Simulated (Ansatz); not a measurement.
# Optical response of LaYO2F2 (model structure), part 2 of 3

What colour and refractive index does LaYO2F2 (model structure) have at this level of theory? The structure is a model built here, which may or may not match a known phase. It was built so: 1 of the 2 La atoms of the cell replaced by Y in the P4/nmm structure of LaOF.

Ansatz 0.2.0; DFT, PBE, plane-wave PAW, default files, scalar-relativistic, independent-particle optical response without local fields.

So far: The structure; Relaxation. The relaxed cell has a = 3.973, c = 5.708 Å (conventional setting).

### 3. Ground state and bands

The self-consistent density comes first; it also tells whether there is a gap, which decides the occupations and the need for a Drude term.

This step: DFT, PBE, plane-wave PAW, default files, scalar-relativistic, ground state (Ansatz 0.2.0).

input.yaml

```yaml
crystal:
  lattice:
    - [3.97343837, 0.0, 0.0]
    - [0.0, 3.97343837, 0.0]
    - [0.0, 0.0, 5.7076247346]
  atoms:
    - { symbol: La, position: [0.0, 0.5, 0.7142275602] }
    - { symbol: "Y", position: [0.5, 0.0, 0.2908634744] }
    - { symbol: F, position: [0.5, 0.5, 0.0105559981] }
    - { symbol: F, position: [0.0, 0.0, 0.0105559981] }
    - { symbol: O, position: [0.5, 0.5, 0.4868984847] }
    - { symbol: O, position: [0.0, 0.0, 0.4868984847] }
kpoints:
  mp_grid: { grid: [6, 6, 4] }
  band_path:
    path:
      - [[0.0, 0.0, 0.0], [0.0, 0.5, 0.0], [0.5, 0.5, 0.0], [0.0, 0.0, 0.0], [0.0, 0.0, 0.5], [0.0, 0.5, 0.5], [0.5, 0.5, 0.5], [0.0, 0.0, 0.5]]
      - [[0.0, 0.5, 0.0], [0.0, 0.5, 0.5]]
      - [[0.5, 0.5, 0.0], [0.5, 0.5, 0.5]]
    npoints: 7
scf:
  occupations: { method: fermi_dirac, width: 0.05 }
  n_extra_bands: 10
hamiltonian:
  xc: pbe
  pseudopotentials: { kind: paw }
output:
  forces: true
  stress: true
  populations: true
  write_bands: true
```

Started as:

```console
ansatz run input.yaml --threads 2 --pin off --max-ram 5120MiB --backend cpu --events-out ev --progress --plain --runs-dir out
```

Numbers of over 12 decimals in the logs are rounded to 6 here.

Output:

```text
La: projections on atomic orbitals take those of the free atom [Kr 4d10] 4f0 5s2 5p6 5d1 6s2, of charge +0.00 (hamiltonian.pseudopotentials.projection_atoms); the dataset's partial waves leave at most 1.9e-5 of an orbital's norm unspanned inside its sphere
[...]
Crystal: 6 atoms, lattice volume = 90.113 Å³
Basis set: ecut = 420 eV, 1779 PW (Γ), exchange–correlation on 54×54×80 points (8 copies of the dense FFT grid, shifted against one another)
Bands: 34, of which v1, the nominal top of the filled ones, is band 24 counted from 1 (23 counted from 0)
Symmetry: 8 space group operations
[...]
k-points: 30 of 144 (time reversal used)
[...]
SCF iter   1: F=—  HF=-12862.862214 eV  |F-HF|=—  |Δ(HF+E_count)|=         —  Δρ=1.58e-3  dr2=9.37e-4  ethr=1.77e-3  ⟨swp⟩=5.2  Hψ=3892  notcnv=0
[...]
SCF iter   7: F=-12862.863946 eV  HF=-12862.863946 eV  |F-HF|=7.12e-8  |Δ(HF+E_count)|=   1.62e-7  Δρ=7.30e-6  dr2=5.06e-8  ethr=2.08e-10  ⟨swp⟩=8.3  Hψ=4322  notcnv=0
SCF 1 converged in 7 iterations: F = -12862.863946 eV  dr2 = 5.06e-8
[...]
NSCF: frozen V_eff on 66 k-points
SCF converged after 7 iterations
Free energy (F): -12862.863946 eV
[...]
Internal energy: -12862.863946 eV  (E = F + TS)
E sigma→0 (E₀):  -12862.863946 eV
Fermi energy:    10.197281 eV
[...]
--- Forces (eV/Å), atoms counted from 1 ---
  atom   1  La     0.00000000     0.00000000    -0.00072245
  atom   2  Y      0.00000000     0.00000000     0.00080968
  atom   3  F     -0.00000000     0.00000000     0.00024254
  atom   4  F      0.00000000     0.00000000     0.00024254
  atom   5  O      0.00000000     0.00000000    -0.00040679
  atom   6  O     -0.00000000     0.00000000    -0.00040679
  max |Σ_I F_I| component: 2.41e-4 eV/Å
--- Stress (GPa, compression-positive) ---
       -0.004503       0.000000      -0.000000
        0.000000      -0.004503       0.000000
       -0.000000       0.000000      -0.004699
  P = ⅓ Tr σ = -0.0046 GPa (-0.046 kbar)
--- Band table (eV; the first three rows and the last of 30) ---
  k-point 0: bands = [... 20 lower, 6.4999, 6.8393, 7.6232, 7.6232, 12.4951, 13.2195, 13.4258, 13.4469, ... 6 higher]
  k-point 1: bands = [... 20 lower, 6.1291, 6.4804, 7.6830, 7.6830, 12.7471, 13.1752, 13.4414, 13.4414, ... 6 higher]
  k-point 2: bands = [... 20 lower, 6.0900, 6.0900, 7.7394, 7.7394, 12.9820, 13.1413, 13.4362, 13.4362, ... 6 higher]
  k-point 29: bands = [... 20 lower, 7.3846, 7.4594, 7.4594, 7.5328, 12.6890, 12.9336, 13.3313, 13.3313, ... 6 higher]
--- Löwdin populations: 6 sites ---
  site symbol       q [e]
     0     La     10.0089
     1      Y      9.7291
     2      F      7.4727
     3      F      7.4727
     4      O      6.5976
     5      O      6.5976
  spilling = 0.002527 (of n_electrons = 48.000000)
```

Wall time 2.5 s (2 threads of AMD EPYC 9R45, shared host); peak memory 0.51 GiB; 4.8 s of CPU time.

In the SCF lines HF is the Harris–Foulkes energy and dr2 the Hartree energy of the density residual, in eV; the loop may stop once dr2 is under the threshold and the program's other checks hold. Hψ counts applications of the Hamiltonian.

Numbers from this step:

```
free energy                  : -12862.8639 eV
Fermi energy                 : 10.20 eV
gap by band count            : 4.462 eV
electrons                    : 48
symmetry operations          : 8
pressure                     : -0.004568 GPa
gap on the k-mesh            : 4.462 eV
volume                       : 90.11 Å³
gap on the path              : 4.432 eV
least direct gap on the path : 4.736 eV
```

There is a gap, 4.43 eV on the path, so no carriers' term is needed. The cell is left with a pressure of 0.0 GPa after its relaxation.

The electronic bands at the labelled points (eV, zero at the Fermi level; v1 is the highest filled band, c1 the lowest empty one):

| point | v4 | v3 | v2 | v1 | c1 | c2 | c3 | c4 |
| --- | --- | --- | --- | --- | --- | --- | --- | --- |
| Γ | -3.70 | -3.36 | -2.57 | -2.57 | 2.30 | 3.02 | 3.23 | 3.25 |
| X | -3.76 | -3.59 | -3.07 | -2.53 | 2.46 | 3.14 | 3.18 | 3.18 |
| M | -2.79 | -2.74 | -2.74 | -2.65 | 2.17 | 2.98 | 3.12 | 3.12 |
| Γ | -3.70 | -3.36 | -2.57 | -2.57 | 2.30 | 3.02 | 3.23 | 3.25 |
| Z | -4.11 | -4.11 | -2.46 | -2.46 | 2.79 | 2.94 | 3.24 | 3.24 |
| R | -3.78 | -3.37 | -3.14 | -2.73 | 2.80 | 3.12 | 3.19 | 3.19 |
| A | -2.81 | -2.74 | -2.74 | -2.66 | 2.49 | 2.74 | 3.13 | 3.13 |
| Z | -4.11 | -4.11 | -2.46 | -2.46 | 2.79 | 2.94 | 3.24 | 3.24 |
| jump to X | -3.76 | -3.59 | -3.07 | -2.53 | 2.46 | 3.14 | 3.18 | 3.18 |
| R | -3.78 | -3.37 | -3.14 | -2.73 | 2.80 | 3.12 | 3.19 | 3.19 |
| jump to M | -2.79 | -2.74 | -2.74 | -2.65 | 2.17 | 2.98 | 3.12 | 3.12 |
| A | -2.81 | -2.74 | -2.74 | -2.66 | 2.49 | 2.74 | 3.13 | 3.13 |

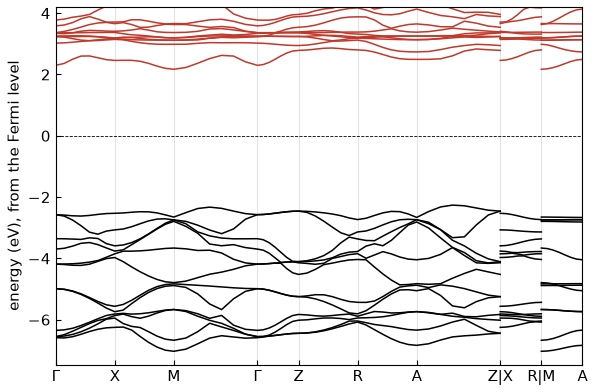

Electronic bands along the path; lines of filled and empty bands in two colours.

### 4. Spectrum

The spectrum is a sum over vertical transitions between filled and empty bands at the fixed density, so many empty bands are needed.

This step: DFT, PBE, plane-wave PAW, default files, scalar-relativistic, independent-particle optical response without local fields (Ansatz 0.2.0).

input.yaml, the sections that differ from step 3:

```yaml
kpoints:
  mp_grid: { grid: [6, 6, 4] }
scf:
  occupations: { method: fixed }
output:
  optics:
    e_range: [0, 30]
    de: 0.05
    sigma: 0.1
    nscf_kmesh: { grid: [6, 6, 6] }
    bands: auto
# crystal, hamiltonian: as in step 3
```

Output:

```text
[...]
Crystal: 6 atoms, lattice volume = 90.113 Å³
Basis set: ecut = 420 eV, 1779 PW (Γ)
Bands: 30, of which v1, the nominal top of the filled ones, is band 24 counted from 1 (23 counted from 0)
Symmetry: 8 space group operations
[...]
k-points: 30 of 144 (time reversal used)
[...]
SCF iter   1: F=—  HF=-12862.862212 eV  |F-HF|=—  |Δ(HF+E_count)|=         —  Δρ=1.56e-3  dr2=9.12e-4  ethr=1.77e-3  ⟨swp⟩=4.0  Hψ=3013  notcnv=0  defer=55
[...]
SCF iter  10: F=-12862.864081 eV  HF=-12862.864081 eV  |F-HF|=1.82e-12  |Δ(HF+E_count)|=  3.17e-10  Δρ=4.98e-8  dr2=2.74e-12  ethr=1.00e-12  ⟨swp⟩=8.6  Hψ=3897  notcnv=0
SCF 1 converged in 10 iterations: F = -12862.864081 eV  dr2 = 2.74e-12
[...]
output.optics: what the bands over the 108 summed would add to eps1, eps2 and the energy-loss function is held between a lower and an upper bound (6 Lanczos steps). eps1, eps2 and their loss function (loss_summed_bands) are given on every row as the summed bands alone make them. Along an axis, on a row where the two bounds hold the loss function to about 1 % of the greater of itself and 0.5 % of |1/eps|, its cell (loss_completed) is given, with the completed eps1 and eps2 that it is formed of (a cell that is left empty reads nan in the table and null in the record). The two bounds hold it so along every axis on all 601 rows up to 30.000 eV. [rest of the remark cut]
SCF converged after 10 iterations
Free energy (F): -12862.864081 eV
[...]
Internal energy: -12862.864081 eV  (E = F + TS)
E sigma→0 (E₀):  -12862.864081 eV
Fermi energy:    7.905352 eV
[...]
--- Band table (eV; the first three rows and the last of 30) ---
  k-point 0: bands = [... 20 lower, 6.5000, 6.8394, 7.6233, 7.6233, 12.4954, 13.2195, 13.4260, 13.4469, ... 2 higher]
  k-point 1: bands = [... 20 lower, 6.1292, 6.4805, 7.6832, 7.6832, 12.7474, 13.1752, 13.4415, 13.4415, ... 2 higher]
  k-point 2: bands = [... 20 lower, 6.0901, 6.0901, 7.7396, 7.7396, 12.9822, 13.1414, 13.4362, 13.4362, ... 2 higher]
  k-point 29: bands = [... 20 lower, 7.3847, 7.4595, 7.4595, 7.5329, 12.6893, 12.9337, 13.3313, 13.3313, ... 2 higher]
```

Elapsed: 29 s, on 2 threads; peak memory 1.6 GiB; 57 s of CPU time.

Read-outs, printed or worked out from the files:

```
electronic dielectric constant ε∞, mean over x, y and z (by symmetry where fewer were run) : 3.691
absorption onset, first axis (α over 10⁴ cm⁻¹, or the direct gap if that lies higher)      : 4.766 eV
main peak of Im epsilon, first axis                                                        : 9.294 eV
least direct gap on the mesh                                                               : 4.766 eV
bands summed                                                                               : 108
spectra valid up to                                                                        : 44.94 eV
program's estimate of the k-sum error in Im epsilon                                        : 0.21 %
electrons in the f-sum                                                                     : 36.81
```

The Im ε has structure finer than the step of the table below, so its rows give means over 2 eV, whole bins alone (the curve runs from 0 to 30 eV). Peaks (eV: height): E ∥ x or y 8.2: 6.08, 9.3: 7.06, 20.6: 2.48, 26.3: 2.05; E ∥ z 6.7: 3.69, 7.8: 4.32, 9.2: 7.26, 10.3: 5.75, 23.4: 2.64, 27.2: 2.02, 28.9: 1.94.

The Im ε by photon energy; means over each step:

| photon energy (eV) | E ∥ x or y | E ∥ z |
| --- | --- | --- |
| 2 | 0 | 0 |
| 4 | 0.0818 | 0.00228 |
| 6 | 2.51 | 1.58 |
| 8 | 4.26 | 3.73 |
| 10 | 5.22 | 5.17 |
| 12 | 1.21 | 1.69 |
| 14 | 0.764 | 0.783 |
| 16 | 0.686 | 0.593 |
| 18 | 1.22 | 1.36 |
| 20 | 2.07 | 1.98 |
| 22 | 1.91 | 1.84 |
| 24 | 0.975 | 1.25 |
| 26 | 1.31 | 1.40 |
| 28 | 1.28 | 1.41 |

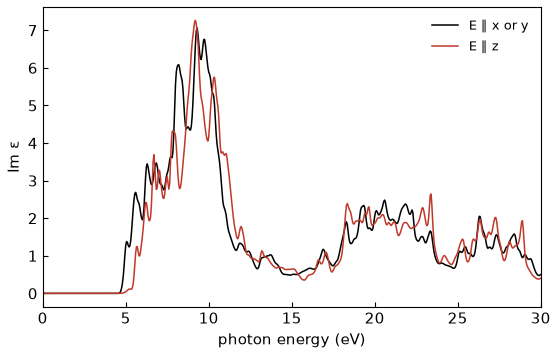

Im ε against photon energy.

The Re ε by photon energy:

| photon energy (eV) | E ∥ x or y | E ∥ z |
| --- | --- | --- |
| 0 | 3.78 | 3.52 |
| 2 | 3.93 | 3.63 |
| 4 | 4.67 | 4.12 |
| 6 | 5.40 | 6.10 |
| 8 | 5.67 | 3.77 |
| 10 | -0.534 | 1.55 |
| 12 | -0.198 | -0.559 |
| 14 | 0.514 | 0.614 |
| 16 | 1.49 | 1.54 |
| 18 | 2.28 | 2.69 |
| 20 | 1.71 | 1.28 |
| 22 | 0.276 | 0.771 |
| 24 | 0.273 | 0.267 |
| 26 | 1.09 | 0.895 |
| 28 | 0.375 | 0.374 |
| 30 | 0.0471 | -0.0617 |

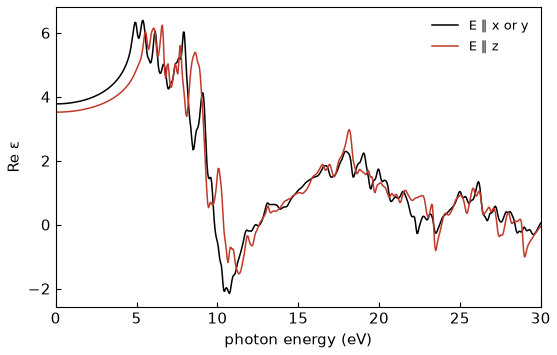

Re ε, plotted against photon energy.

Values under 1 per cm are given as 1. Table of absorption coefficient by photon energy:

| photon energy (eV) | E ∥ x or y (1/cm) | E ∥ z (1/cm) |
| --- | --- | --- |
| 0.000 | 1 | 1 |
| 2.500 | 1 | 1 |
| 5.000 | 1.3e5 | 4982 |
| 7.500 | 5.2e5 | 5.1e5 |
| 10.000 | 1.8e6 | 1.2e6 |
| 12.500 | 9.4e5 | 9.4e5 |
| 15.000 | 3.5e5 | 4.7e5 |
| 17.500 | 4.8e5 | 3.8e5 |
| 20.000 | 1.4e6 | 1.4e6 |
| 22.500 | 2.0e6 | 1.7e6 |
| 25.000 | 1.1e6 | 1.3e6 |
| 27.500 | 2.2e6 | 2.6e6 |
| 30.000 | 1.5e6 | 1.5e6 |

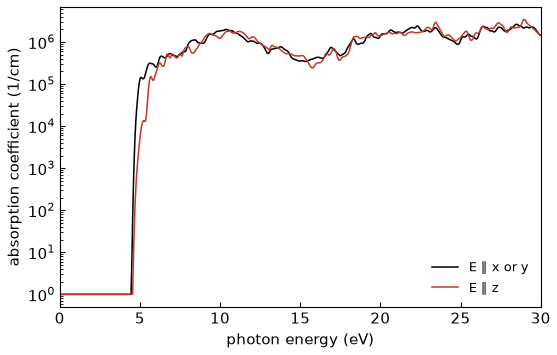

Absorption coefficient, plotted against photon energy.

Refractive index n and extinction k against photon energy:

| photon energy (eV) | n, E ∥ x or y | k, E ∥ x or y | n, E ∥ z | k, E ∥ z |
| --- | --- | --- | --- | --- |
| 0.0 | 1.94 | 0 | 1.88 | 0 |
| 2.5 | 2.01 | 0 | 1.93 | 0 |
| 5.0 | 2.50 | 0.254 | 2.20 | 0.00983 |
| 7.5 | 2.35 | 0.679 | 2.29 | 0.677 |
| 10.0 | 1.64 | 1.80 | 1.73 | 1.20 |
| 12.5 | 0.720 | 0.743 | 0.656 | 0.738 |
| 15.0 | 1.06 | 0.233 | 1.04 | 0.309 |
| 17.5 | 1.37 | 0.268 | 1.42 | 0.215 |
| 20.0 | 1.48 | 0.692 | 1.33 | 0.701 |
| 22.5 | 0.839 | 0.865 | 1.20 | 0.749 |
| 25.0 | 1.10 | 0.425 | 1.08 | 0.505 |
| 27.5 | 0.852 | 0.795 | 0.747 | 0.948 |
| 30.0 | 0.524 | 0.477 | 0.414 | 0.483 |

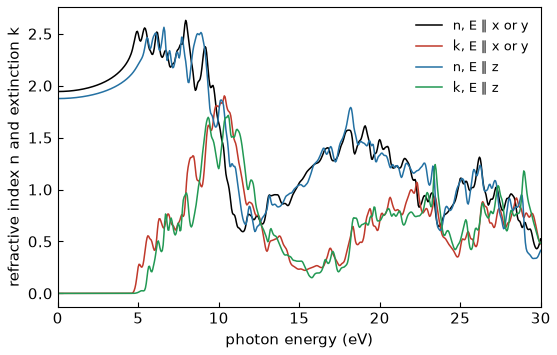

Refractive index n and extinction k, plotted against photon energy.

The reflectivity at normal incidence has structure finer than the step of the table below, so its rows give means over 2 eV, whole bins alone (the curve runs from 0 to 30 eV). Peaks (eV: height): E ∥ x or y 8.2: 27.1, 10.8: 46.0, 22.4: 23.5, 23.6: 23.1, 26.6: 15.9, 27.5: 16.1, 29.6: 30.2; E ∥ z 7.8: 22.4, 9.3: 32.6, 11.4: 40.6, 12.2: 31.8, 23.6: 32.3, 27.6: 25.0, 29.1: 44.3.

Reflectivity at normal incidence against photon energy; means over each step:

| photon energy (eV) | E ∥ x or y (%) | E ∥ z (%) |
| --- | --- | --- |
| 2 | 10.9 | 9.78 |
| 4 | 14.1 | 11.8 |
| 6 | 18.9 | 17.8 |
| 8 | 22.1 | 20.5 |
| 10 | 36.3 | 29.9 |
| 12 | 24.5 | 27.5 |
| 14 | 4.98 | 5.48 |
| 16 | 2.77 | 2.49 |
| 18 | 6.22 | 7.56 |
| 20 | 11.7 | 11.2 |
| 22 | 15.7 | 11.7 |
| 24 | 11.4 | 14.4 |
| 26 | 9.19 | 9.68 |
| 28 | 15.4 | 18.2 |

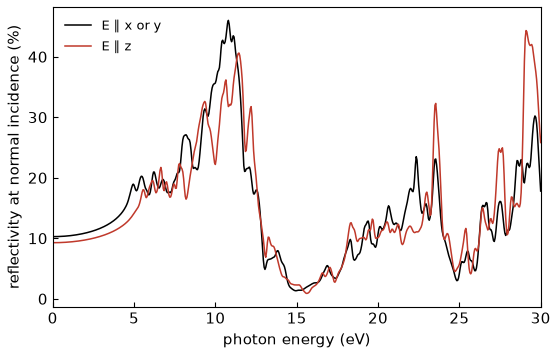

Reflectivity at normal incidence against photon energy.

From ε follow the optical constants at some laser and lamp lines:

| wavelength (nm) | n xy | k xy | R (%) xy | 1/α xy | n z | k z | R (%) z | 1/α z |
| --- | --- | --- | --- | --- | --- | --- | --- | --- |
| 1550 | 1.95 | 0.000 | 10.4 | over 1 mm | 1.88 | 0.000 | 9.3 | over 1 mm |
| 800 | 1.97 | 0.000 | 10.6 | over 1 mm | 1.89 | 0.000 | 9.5 | over 1 mm |
| 532 | 2.00 | 0.000 | 11.1 | over 1 mm | 1.92 | 0.000 | 9.9 | over 1 mm |
| 450 | 2.02 | 0.000 | 11.5 | over 1 mm | 1.94 | 0.000 | 10.2 | over 1 mm |
| 365 | 2.08 | 0.000 | 12.3 | over 1 mm | 1.98 | 0.000 | 10.8 | over 1 mm |
| 308 | 2.16 | 0.000 | 13.5 | over 1 mm | 2.03 | 0.000 | 11.6 | over 1 mm |
| 193 | 2.29 | 0.689 | 18.9 | 22 nm | 2.39 | 0.406 | 17.9 | 38 nm |

Rows near the edge hang on the gap, which this functional as a rule makes too small, and phonon-assisted absorption is left out.

A film 1 µm thick would pass 81 % of daylight and look colourless in transmission (x = 0.314, y = 0.330).

At 1064 nm the birefringence n(z) − n(x) is -0.071: the crystal is uniaxial negative at this level.

The f-sum over the summed bands holds 36.8 of the cell's 48 electrons outside the frozen cores. Up to 30 eV the strength has a mean oscillator energy of 12.9 eV, well above the main peak, so higher transitions carry much of it.

(Continued in part 3 of 3.)

[Logs are printed without paths, hosts, clocks, repeated set-up lines and the standing remarks that a program may print on its own settings, such as how far it seeks lower states.]

[Hosts, paths, dates, database ids (printed as entryN), source tags and the programs' standing remarks are cut or masked in the printed files.]
